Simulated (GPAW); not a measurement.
## A GW chain in GPAW: CaC2 (I4/mmm)

Aim: the G0W0 gap of CaC2 (I4/mmm) on LDA, step by step.

Main program and level: GPAW 26.7.0; LDA and many-body steps on it, plane waves.

### Step 1. The starting structure

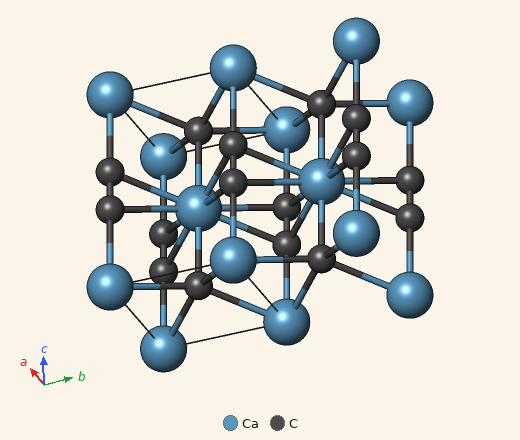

Start, viewed from a free direction; calcium blue, carbon dark grey. 1×2×1 cells are drawn. This picture shows the conventional cell, with its axes. Some periodic images of atoms are drawn too.

The cell and positions are those that the Materials Project relaxed with its own functionals (PBE, PBE+U or r2SCAN), kept fixed.

### Step 2. Ground state

This step: GPAW 26.7.0; DFT, LDA, plane waves, PAW.

The ground-state density comes first.

The input, run.py:

```python
import json
import numpy as np
from gpaw.mpi import world
from ase import Atoms
from gpaw import GPAW, PW, FermiDirac

atoms = Atoms(['Ca', 'C', 'C'],
    cell=[[-1.9342985994, 1.9342985994, 3.2021112425],
      [1.9342985994, -1.9342985994, 3.2021112425],
      [1.9342985994, 1.9342985994, -3.2021112425]],
    scaled_positions=[[0.0000000000, 0.0000000000, 0.0000000000],
      [0.5978927200, 0.5978927200, 0.0000000000],
      [0.4021072800, 0.4021072800, 0.0000000000]],
    pbc=(True, True, True))
calc = GPAW(mode=PW(600),
    xc='LDA',
    kpts={'size': (8, 8, 8), 'gamma': True},
    occupations=FermiDirac(0.001),
    nbands=-7,
    convergence={'density': 1e-6, 'bands': -3},
    maxiter=100,
    txt='gs.txt')
atoms.calc = calc
res = {'energy': atoms.get_potential_energy()}
kpts = calc.get_ibz_k_points()
res['kpts'] = kpts
res['eigenvalues'] = [calc.get_eigenvalues(kpt=k) for k in range(len(kpts))]
res['n_electrons'] = calc.get_number_of_electrons()
calc.write('gs.gpw')

if world.rank == 0:
    with open('result.json', 'w') as f:
        json.dump(res, f, default=lambda x: x.tolist())
```

The run is started by

```console
$ mpirun -n 4 gpaw python run.py
```

The program printed:

```text
__  _  _
 | _ |_)|_||  |
 |__||  | ||/\| - 26.7.0

Input parameters:
  mode=PW(ecut=600.0),
  convergence={'density': 1e-06, 'bands': -3},
  kpts=MonkhorstPack(size=(8, 8, 8), gamma=True),
  maxiter=100,
  nbands=-7,
  occupations=Occupations(name='fermi-dirac', width=0.001, fixmagmom=False),
  xc=XC(name='LDA')
  [... matrices ...]
Diagonalizing LCAO Hamiltonian
Converting LCAO to pw mode

       C
       C

       Ca

Atoms  # Å, Bohr magnetons
|   | symbol |        x |         y |        z |    initial magnetic moments |
| 0 |     Ca | 0.000000 |  0.000000 | 0.000000 | ( 0.0000,  0.0000,  0.0000) |
| 1 |      C | 0.000000 | -0.000000 | 3.829038 | ( 0.0000,  0.0000,  0.0000) |
| 2 |      C | 0.000000 | -0.000000 | 2.575184 | ( 0.0000,  0.0000,  0.0000) |

Unit cell  # Å
| periodic |         x |         y |         z |  lengths |     angles |
|      yes | -1.934299 |  1.934299 |  3.202111 | 4.211477 | 125.317110 |
|      yes |  1.934299 | -1.934299 |  3.202111 | 4.211477 | 125.317110 |
|      yes |  1.934299 |  1.934299 | -3.202111 | 4.211477 |  81.013448 |

Number of symmetries: 16
Symmetry operations  # r_c * U_cc + t_c -> r_c
|    | kind |            matrix            |
|  0 |  σ   |  1, 1, 1,  0, 0,-1,  0,-1, 0 |
|  1 |  C4  |  1, 1, 1,  0, 0,-1, -1, 0, 0 |
|  2 |  E   |  1, 0, 0,  0, 1, 0,  0, 0, 1 |
|  3 |  σ   |  1, 0, 0,  0, 1, 0, -1,-1,-1 |
|  4 |  σ   |  0, 1, 0,  1, 0, 0,  0, 0, 1 |
|  5 |  C2  |  0, 1, 0,  1, 0, 0, -1,-1,-1 |
|  6 |  C2  |  0, 0, 1, -1,-1,-1,  1, 0, 0 |
|  7 |  S4  |  0, 0, 1, -1,-1,-1,  0, 1, 0 |
|  8 |  C4  |  0, 0,-1,  1, 1, 1,  0,-1, 0 |
|  9 |  σ   |  0, 0,-1,  1, 1, 1, -1, 0, 0 |
| 10 |  σ   |  0,-1, 0, -1, 0, 0,  1, 1, 1 |
| 11 |  C2  |  0,-1, 0, -1, 0, 0,  0, 0,-1 |
| 12 |  C2  | -1, 0, 0,  0,-1, 0,  1, 1, 1 |
| 13 |  i   | -1, 0, 0,  0,-1, 0,  0, 0,-1 |
| 14 |  S4  | -1,-1,-1,  0, 0, 1,  1, 0, 0 |
| 15 |  C2  | -1,-1,-1,  0, 0, 1,  0, 1, 0 |

BZ-sampling:
  Number of BZ points: 512
  Number of IBZ points: 59

  Monkhorst-Pack size: [8, 8, 8]
  Monkhorst-Pack shift: [0.0625, 0.0625, 0.0625]

K-points  # in reciprocal-cell coordinates
|     |                                coordinates |     weight |
|   0 | (  0.00000000,   0.00000000,   0.00000000) | 0.00195312 |
|   1 | (  0.12500000,  -0.12500000,   0.00000000) | 0.00781250 |
|   2 | (  0.12500000,  -0.12500000,   0.12500000) | 0.00781250 |
|   3 | (  0.12500000,   0.00000000,   0.00000000) | 0.01562500 |
|   4 | (  0.12500000,   0.12500000,  -0.12500000) | 0.00390625 |
|   5 | (  0.25000000,  -0.25000000,   0.00000000) | 0.00781250 |
|   6 | (  0.25000000,  -0.25000000,   0.12500000) | 0.01562500 |
|   7 | (  0.25000000,  -0.25000000,   0.25000000) | 0.00781250 |
|   8 | (  0.25000000,  -0.12500000,   0.00000000) | 0.03125000 |
|   9 | (  0.25000000,  -0.12500000,   0.12500000) | 0.01562500 |
| ... |                                            |            |
|  58 | (  0.50000000,   0.50000000,   0.50000000) | 0.00195312 |

Plane wave coefficients: 1621
Cutoff: 600.0 eV

Spin-components: 1 (collinear spins)
Bands:           16
Projectors:      15
Spin-degeneracy: 2
Datatype:        complex128

  Storage: CPU
  Wave functions: 24_483_584 bytes (6_120_896 per core)
  Projectors: 33_664_928 bytes (8_416_232 per core)
  [... matrices ...]
Parallelization:
  kpt:    4
  domain: 1
  band:   1

Density:
  Valence electrons: 18.0
  Components: 1
  Grid points: [24 24 24]
  Charge: 0.0  # |e|

Potential:
  Grid points: [24 24 24]

species:
  Ca:
    name:    Calcium
    Z:       20.0
    valence: 10
    core:    10
    charge:  0.0  # [|e|]
    compensation charges:
      type: gauss
      rc: 0.37  # [Å]
      lmax: 2
    cutoffs:
      filter: 2.10  # [Å]
      core: 1.17  # [Å]
    projectors
    | kind |    occ | energy [eV] | rcut [Å] |
    |   3s |  2.000 |     -46.826 |    1.175 |
    |   4s |  2.000 |      -3.864 |    1.175 |
    |   3p |  6.000 |     -27.986 |    1.154 |
    |    p |        |      -0.774 |    1.154 |
    |    d |        |       0.000 |    0.937 |

    Using partial waves for Ca as LCAO basis

  C:
    name:    Carbon
    Z:       6.0
    valence: 4
    core:    2
    charge:  0.0  # [|e|]
    compensation charges:
      type: gauss
      rc: 0.20  # [Å]
      lmax: 2
    cutoffs:
      filter: 1.14  # [Å]
      core: 1.14  # [Å]
    projectors
    | kind |    occ | energy [eV] | rcut [Å] |
    |   2s |  2.000 |     -13.639 |    0.635 |
    |   2p |  2.000 |      -5.414 |    0.635 |
    |    s |        |      13.573 |    0.635 |
    |    p |        |      21.797 |    0.635 |
    |    d |        |       0.000 |    0.635 |

    Using partial waves for C as LCAO basis

Reference energy: -20504.017930  # eV

eigensolver:
  PPCG
  Converge bands: -3
  niter=2

density mixing:
  MSR1-Mixer
  Pratt-step length: 0.05
  Maximum mixing coefficient: 0.75
  Old densities: 10
  SVD Regularization: 0.005
  Good broyden scale: 1.0
  Trust region scale: 1.0
  Backstep threshold: 4.0
  History deletion threshold: 6.0
  Fourier metric: weight=20.0, sigma=0.015

occupation numbers:
  Fermi-Dirac:
    width: 0.0010  # eV

poisson solver:
  ecut: 4800.0  # eV

xc functional:
  name: None

Initialization done in: 2.414 s

convergence criteria:
- Maximum integral of absolute [dens]ity change: 1e-06 electrons / valence electron
- Maximum [total energy] change in last 3 cyles: 0.0005 eV / valence electron
- Maximum integral of absolute [eigenst]ate change: 4e-08 eV^2 / valence electron
maximum number of iterations: 100

SCF iterations
|iter     |     time |      energy | eigst |  dens |
|iter:   1|  |  -24.601008 | +1.53 |       |
|iter:   2|  |  -24.133578 | +0.44 | -0.89 |
|iter:   3|  |  -22.270701 | +0.16 | -0.94 |
|iter:   4|  |  -22.260097 | -0.52 | -1.61 |
|iter:   5|  |  -22.259676 | -1.06 | -2.02 |
|iter:   6|  |  -22.259731c| -2.06 | -2.93 |
|iter:   7|  |  -22.259735c| -2.83 | -3.51 |
|iter:   8|  |  -22.259735c| -1.92 | -4.31 |
|iter:   9|  |  -22.259735c| -2.41 | -4.92 |
|iter:  10|  |  -22.259735c| -2.61 | -5.98 |
|iter:  11|  |  -22.259735c| -3.47 | -6.64c|
|iter:  12|  |  -22.259735c| -3.88 | -7.27c|
|iter:  13|  |  -22.259735c| -5.33 | -8.44c|
|iter:  14|  |  -22.259735c| -6.68 | -9.02c|
|iter:  15|  |  -22.259735c| -7.51c| -9.64c|

Converged in 15 steps
SCF loop duration: 10.370 s (0.691 s/step)
Energy contributions relative to reference atoms: (reference = -20504.017930)
  [... matrices ...]
Energy contributions:
  Kinetic:          17.299496
  Coulomb:         -16.206231
  Zero:             -0.569017
  External:          0.000000
  Xc:              -22.783983
  Entropy:          -0.000000
  Spinorbit:         0.000000
  ----------------------------
  Free energy:     -22.259735
  Extrapolated:    -22.259735

dipole moment: (-14.084476, -14.084476, 2.115447)  # |e|*Ang

Fermi level: 3.267
Eigenvalues  # (at kpt = [0.000, 0.000, 0.000])
| band index |      eig [eV] | occ [0-2] |
|          0 |       -35.630 |     2.000 |
|          1 |       -16.913 |     2.000 |
|          2 |       -16.913 |     2.000 |
|          3 |       -16.795 |     2.000 |
|          4 |        -9.788 |     2.000 |
|          5 |         0.203 |     2.000 |
|          6 |         0.847 |     2.000 |
|          7 |         1.950 |     2.000 |
|          8 |         1.950 |     2.000 |
|          9 |         6.061 |     0.000 |
|         10 |         6.061 |     0.000 |
|         11 |         7.149 |     0.000 |
|         12 |         8.011 |     0.000 |
|         13 |         8.703 |     0.000 |
|         14 |        12.068 |     0.000 |
|         15 |        12.068 |     0.000 |

Gap: 1.189 eV
Transition (v -> c):
  (s=0, k=58, n=8, [0.50, 0.50, 0.50]) -> (s=0, k=54, n=9, [0.50, 0.50, 0.00])
Direct/indirect transitions are different
Direct gap: 2.249 eV
Transition at: (s=0, k=54, n=8, [0.50, 0.50, 0.00])
# Writing to gs.gpw (mode='')
  [... matrices ...]
```

It took 16 s on 4 MPI ranks of Intel Xeon Platinum 8223CL at 3.00GHz (Skylake/Cascade Lake), shared host; peak memory 0.68 GiB.

This step gave:

* total energy: -22.26 eV
* gap: 1.189 eV
* k of the valence top: 0.5, 0.5, 0.5
* k of the conduction bottom: 0.5, 0.5, 0
* least direct gap: 2.249 eV

The gap is indirect, with the least direct gap 1.06 eV higher.

### Step 3. Bands along the symmetry lines

The cheap functional maps the bands first; the places of the edges decide which points the dearer methods must see.

The input, run.py:

```python
import json
import numpy as np
from gpaw.mpi import world
from gpaw import GPAW

path = [[0.000000, 0.000000, 0.000000],
    [0.000000, 0.000000, 0.062500],
    [0.000000, 0.000000, 0.125000],
    [0.000000, 0.000000, 0.187500],
    [0.000000, 0.000000, 0.250000],
    [0.000000, 0.000000, 0.312500],
    [0.000000, 0.000000, 0.375000],
    [0.000000, 0.000000, 0.437500],
    [0.000000, 0.000000, 0.500000],
    [0.031250, 0.031250, 0.468750],
    [0.062500, 0.062500, 0.437500],
    [0.093750, 0.093750, 0.406250],
    [0.125000, 0.125000, 0.375000],
    [0.156250, 0.156250, 0.343750],
    [0.187500, 0.187500, 0.312500],
    [0.218750, 0.218750, 0.281250],
    [0.250000, 0.250000, 0.250000],
    [0.218750, 0.281250, 0.218750],
    [0.187500, 0.312500, 0.187500],
    [0.156250, 0.343750, 0.156250],
    [0.125000, 0.375000, 0.125000],
    [0.093750, 0.406250, 0.093750],
    [0.062500, 0.437500, 0.062500],
    [0.031250, 0.468750, 0.031250],
    [0.000000, 0.500000, 0.000000],
    [0.000000, 0.437500, 0.000000],
    [0.000000, 0.375000, 0.000000],
    [0.000000, 0.312500, 0.000000],
    [0.000000, 0.250000, 0.000000],
    [0.000000, 0.187500, 0.000000],
    [0.000000, 0.125000, 0.000000],
    [0.000000, 0.062500, 0.000000],
    [0.000000, 0.000000, 0.000000],
    [0.062500, 0.062500, -0.062500],
    [0.125000, 0.125000, -0.125000],
    [0.187500, 0.187500, -0.187500],
    [0.250000, 0.250000, -0.250000],
    [0.312500, 0.312500, -0.312500],
    [0.375000, 0.375000, -0.375000],
    [0.437500, 0.437500, -0.437500],
    [0.500000, 0.500000, -0.500000],
    [0.480153, 0.519847, -0.480153],
    [0.460306, 0.539694, -0.460306],
    [0.440459, 0.559541, -0.440459],
    [0.420613, 0.579387, -0.420613],
    [0.400766, 0.599234, -0.400766],
    [0.380919, 0.619081, -0.380919],
    [0.361072, 0.638928, -0.361072],
    [0.341225, 0.658775, -0.341225],
    [-0.341225, 0.341225, 0.341225],
    [-0.298572, 0.298572, 0.298572],
    [-0.255919, 0.255919, 0.255919],
    [-0.213266, 0.213266, 0.213266],
    [-0.170613, 0.170613, 0.170613],
    [-0.127959, 0.127959, 0.127959],
    [-0.085306, 0.085306, 0.085306],
    [-0.042653, 0.042653, 0.042653],
    [0.000000, 0.000000, 0.000000],
    [-0.000000, 0.000000, 0.500000],
    [-0.022806, 0.022806, 0.500000],
    [-0.045613, 0.045613, 0.500000],
    [-0.068419, 0.068419, 0.500000],
    [-0.091225, 0.091225, 0.500000],
    [-0.114031, 0.114031, 0.500000],
    [-0.136838, 0.136838, 0.500000],
    [-0.159644, 0.159644, 0.500000],
    [-0.182450, 0.182450, 0.500000],
    [0.500000, 0.500000, -0.182450],
    [0.500000, 0.500000, -0.222144],
    [0.500000, 0.500000, -0.261838],
    [0.500000, 0.500000, -0.301531],
    [0.500000, 0.500000, -0.341225],
    [0.500000, 0.500000, -0.380919],
    [0.500000, 0.500000, -0.420613],
    [0.500000, 0.500000, -0.460306],
    [0.500000, 0.500000, -0.500000]]
calc = GPAW('gs.gpw').fixed_density(kpts=path,
    symmetry='off',
    nbands=19,
    convergence={'bands': 15},
    txt='bands.txt')
res = {}
kpts = calc.get_ibz_k_points()
res['kpts'] = kpts
res['eigenvalues'] = [calc.get_eigenvalues(kpt=k) for k in range(len(kpts))]
res['n_electrons'] = calc.get_number_of_electrons()

if world.rank == 0:
    with open('result.json', 'w') as f:
        json.dump(res, f, default=lambda x: x.tolist())
```

The run is started by

```console
$ mpirun -n 4 gpaw python run.py
```

The program printed:

```text
Diagonalizing LCAO Hamiltonian
Converting LCAO to pw mode
convergence criteria:
- Maximum integral of absolute [eigenst]ate change: 4e-08 eV^2 / valence electron
maximum number of iterations: 100

SCF iterations
|iter     |     time |      energy | eigst |  dens |
|iter:   1|  |             | +2.00 |       |
|iter:   2|  |             | +1.15 |       |
|iter:   3|  |             | +0.16 |       |
[...]
|iter:   7|  |             | -5.67 |       |
|iter:   8|  |             | -7.02 |       |
|iter:   9|  |             | -7.85c|       |
SCF steps: 9
  __  _  _
 | _ |_)|_||  |
 |__||  | ||/\| - 26.7.0

Input parameters:
  mode=PW(ecut=600.0),
  convergence={'bands': 15},
  gpts=array([24, 24, 24]),
  kpts=KPoints(kpts=array([[ 0.      ,  0.      ,  0.      ],
         [ 0.      ,  0.      ,  0.0625  ],
         [ 0.      ,  0.      ,  0.125   ],
         [ 0.      ,  0.      ,  0.1875  ],
[...]
[ 0.480153,  0.519847, -0.480153],
         [ 0.460306,  0.539694, -0.460306],
         [ 0.440459,  0.559541, -0.440459],
[...]
[ 0.361072,  0.638928, -0.361072],
         [ 0.341225,  0.658775, -0.341225],
         [-0.341225,  0.341225,  0.341225],
         [-0.298572,  0.298572,  0.298572],
         [-0.255919,  0.255919,  0.255919],
[...]
[-0.085306,  0.085306,  0.085306],
         [-0.042653,  0.042653,  0.042653],
         [ 0.      ,  0.      ,  0.      ],
         [-0.      ,  0.      ,  0.5     ],
         [-0.022806,  0.022806,  0.5     ],
         [-0.045613,  0.045613,  0.5     ],
         [-0.068419,  0.068419,  0.5     ],
         [-0.091225,  0.091225,  0.5     ],
         [-0.114031,  0.114031,  0.5     ],
         [-0.136838,  0.136838,  0.5     ],
         [-0.159644,  0.159644,  0.5     ],
         [-0.18245 ,  0.18245 ,  0.5     ],
         [ 0.5     ,  0.5     , -0.18245 ],
         [ 0.5     ,  0.5     , -0.222144],
         [ 0.5     ,  0.5     , -0.261838],
         [ 0.5     ,  0.5     , -0.301531],
         [ 0.5     ,  0.5     , -0.341225],
         [ 0.5     ,  0.5     , -0.380919],
         [ 0.5     ,  0.5     , -0.420613],
         [ 0.5     ,  0.5     , -0.460306],
         [ 0.5     ,  0.5     , -0.5     ]])),
  maxiter=100,
  nbands=19,
  occupations=Occupations(name='fermi-dirac', width=0.001, fixmagmom=False),
  parallel={},
  symmetry=Symmetry(point_group=False, time_reversal=False),
  xc=XC(name='LDA')
  [... matrices ...]
timing:  # [seconds]
  Total: 0.063  # ━━━━━━━━━━━━━━━━━━━━━━━━━━━━━━━━━━━━━━━━━━━━━━━━━━━━━━━━━━━
```

Elapsed: 13 s, on 4 MPI ranks; peak memory 0.75 GiB.

This step gave:

```yaml
gap: 1.185 eV
k_of_the_valence_top: 0.4375, 0.4375, -0.4375
k_of_the_conduction_bottom: 0, 0, 0.5
least_direct_gap: 2.249 eV
```

The gap is 1.185 eV, −0.004 eV from the run before at this level.

Electronic bands along the path, in eV, zero at the top of the highest filled band:

| point | band 6 | band 7 | band 8 | band 9 | band 10 | band 11 | band 12 | band 13 |
| --- | --- | --- | --- | --- | --- | --- | --- | --- |
| Γ | -2.73 | -2.09 | -0.98 | -0.98 | 3.13 | 3.13 | 4.22 | 5.08 |
| X | -2.92 | -2.74 | -1.60 | -1.06 | 1.19 | 5.69 | 6.36 | 7.07 |
| P | -3.37 | -2.33 | -2.33 | -0.40 | 3.21 | 3.21 | 6.62 | 7.07 |
| N | -4.21 | -2.33 | -1.82 | -0.84 | 4.81 | 5.87 | 5.96 | 6.16 |
| Γ | -2.73 | -2.09 | -0.98 | -0.98 | 3.13 | 3.13 | 4.22 | 5.08 |
| M | -4.43 | -1.61 | -1.61 | 0.00 | 3.11 | 5.74 | 6.17 | 6.57 |
| S | -4.00 | -2.76 | -1.81 | -0.41 | 4.80 | 5.43 | 6.05 | 6.72 |
| jump to S0 | -4.00 | -2.76 | -1.81 | -0.41 | 4.80 | 5.43 | 6.05 | 6.72 |
| Γ | -2.73 | -2.09 | -0.98 | -0.98 | 3.13 | 3.13 | 4.22 | 5.08 |
| jump to X | -2.92 | -2.74 | -1.60 | -1.06 | 1.19 | 5.69 | 6.36 | 7.07 |
| R | -3.57 | -2.52 | -2.16 | -0.64 | 2.81 | 5.93 | 5.99 | 6.57 |
| jump to G | -3.57 | -2.52 | -2.16 | -0.64 | 2.81 | 5.93 | 5.99 | 6.57 |
| M | -4.43 | -1.61 | -1.61 | 0.00 | 3.11 | 5.74 | 6.17 | 6.57 |

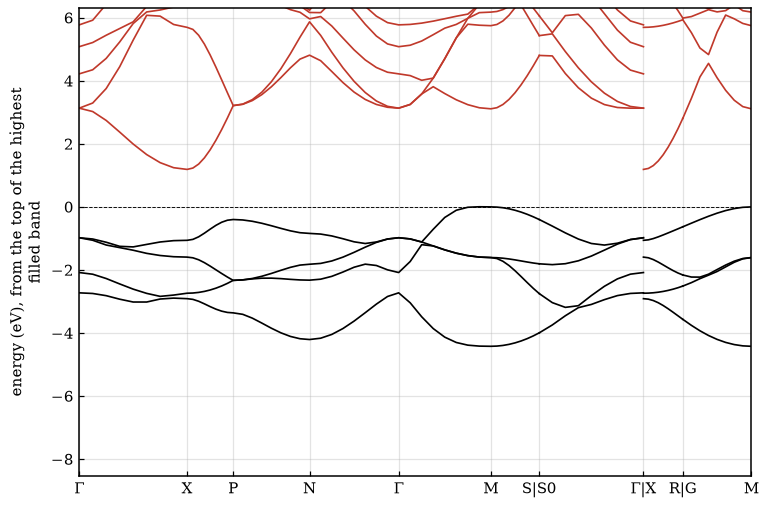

Electronic bands along the path; lines of filled and empty bands in two colours.

### Step 4. Empty states on the mesh, 4×4×4 mesh, 118 bands

The sums over transitions need many empty states on a uniform mesh; this step solves for them.

The input, run.py:

```python
import json
import numpy as np
from gpaw.mpi import world
from gpaw import GPAW

calc = GPAW('gs.gpw').fixed_density(kpts={'size': (4, 4, 4), 'gamma': True},
    parallel={'domain': 1, 'band': 1},
    txt='nscf.txt')
calc.diagonalize_full_hamiltonian(nbands=118)
calc.write('full.gpw', mode='all')
res = {}
kpts = calc.get_ibz_k_points()
res['kpts'] = kpts
res['eigenvalues'] = [calc.get_eigenvalues(kpt=k) for k in range(len(kpts))]
res['n_electrons'] = calc.get_number_of_electrons()

if world.rank == 0:
    with open('result.json', 'w') as f:
        json.dump(res, f, default=lambda x: x.tolist())
```

The run is started by

```console
$ mpirun -n 4 gpaw python run.py
```

The program printed:

```text
Diagonalizing LCAO Hamiltonian
Converting LCAO to pw mode
convergence criteria:
- Maximum integral of absolute [eigenst]ate change: 4e-08 eV^2 / valence electron
maximum number of iterations: 100

SCF iterations
|iter     |     time |      energy | eigst |  dens |
|iter:   1|  |             | +1.55 |       |
|iter:   2|  |             | +0.60 |       |
|iter:   3|  |             | +0.03 |       |
[...]
|iter:  29|  |             | -7.12 |       |
|iter:  30|  |             | -7.37 |       |
|iter:  31|  |             | -7.64c|       |
SCF steps: 31
  __  _  _
 | _ |_)|_||  |
 |__||  | ||/\| - 26.7.0

Input parameters:
  mode=PW(ecut=600.0),
  convergence={'density': 1e-06, 'bands': -3},
  gpts=array([24, 24, 24]),
  kpts=MonkhorstPack(size=(4, 4, 4), gamma=True),
  maxiter=100,
  nbands=16,
  occupations=Occupations(name='fermi-dirac', width=0.001, fixmagmom=False),
  parallel={'domain': 1, 'band': 1},
  xc=XC(name='LDA')
Matrix size: 1621x1621
# Writing to full.gpw (mode='all')
  [... matrices ...]

timing:  # [seconds]
  Total: 13.359  # ━━━━━━━━━━━━━━━━━━━━━━━━━━━━━━━━━━━━━━━━━━━━━━━━━━━━━━━━━━
```

The job ended after 25 s (4 MPI ranks; peak memory 1.5 GiB; 97 s of CPU time).

Numbers from this step:

```yaml
gap: 1.189 eV
k_of_the_valence_top: 0.5, 0.5, 0.5
k_of_the_conduction_bottom: 0.5, 0.5, 0
least_direct_gap: 2.249 eV
k_points_computed: 13
lowest_point_of_the_top_converged_band_above_the_valence_top: 89.6380 eV
```

On this mesh the gap is 1.189 eV.

(Continued in part 2 of 2.)

[Paths, hosts, dates, memory and timing lines, banners, echoed tables and standing remarks are left out of the program output.]

[Logs are printed without paths, hosts, clocks, repeated set-up lines and the standing remarks that a program may print on its own settings, such as how far it seeks lower states.]

[Runs of the session that timed out or met a known fault of the program may be left out.]

[Hosts, paths, dates, database ids (printed as entryN), source tags and the programs' standing remarks are cut or masked in the printed files.]
